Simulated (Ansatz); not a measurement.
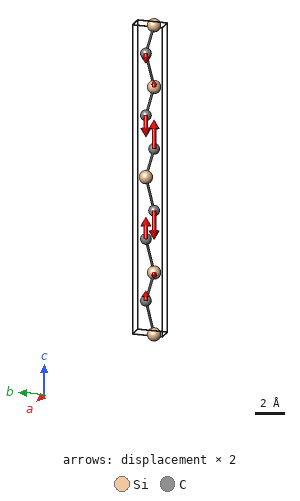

A relaxation of crystalline Si2C3 (a generated structure, set up in P-6m2) (coarse preliminary run). The starting structure is drawn; red arrows show the displacements (the part carried along by the change of the cell is left out), 2 times their true length.

The picture is a ball-and-stick view of the cell of the calculation, seen from a free direction.

Computed with Ansatz 0.2.0, DFT PBE, scalar-relativistic, plane waves, PAW. Set-up: plane-wave cutoff 420 eV; k-point mesh 6 × 6 × 1; occupations gaussian; smearing width 0.1 eV; no spin polarisation; cell and atoms relaxed; force threshold 0.04 eV/Å; at most 70 steps.

Question: Which element moves most?

Answer: Carbon: up to 1.06 Å, against 0.22 Å for silicon.

Question: What happened in the run?

Answer: The largest moves relative to the cell, 1.06 Å, are those of C atoms. Largest moves by element: C 1.06 Å, Si 0.22 Å. The drawn cell changes as follows: a = b 2.674 → 2.766 Å (+3.5 %), c 22.233 → 14.037 Å (−36.9 %); the volume changes by −32.4 %. Among the contacts that change: C–Si 4.447 → 1.967 Å, C–Si 4.447 → 2.002 Å, Si–Si 4.447 → 2.584 Å, C–C 2.707 → 1.664 Å. New bonds form: C–C (2.71 → 1.66 Å), C–Si (4.45 → 1.97 Å), C–Si (4.45 → 2.00 Å). The space group stays P-6m2 (No. 187). Over 21 accepted moves (22 points after the start) the energy falls by 2542 meV per atom. Largest force component: 0.41 eV/Å at the start, 0.021 eV/Å at the end. The pressure goes from −20.27 to 0.08 GPa. At 1 point the geometry stayed and the basis and grid were re-selected for the new cell (energy shift of 0.5 meV per atom at most each time). The run took 92 s on 1 thread of Intel(R) Xeon(R) Processor @ 2.70GHz, with other jobs on the host, peak memory 0.36 GiB.

Limits of the set-up: the k-point mesh is coarse for a cell with partly filled bands.
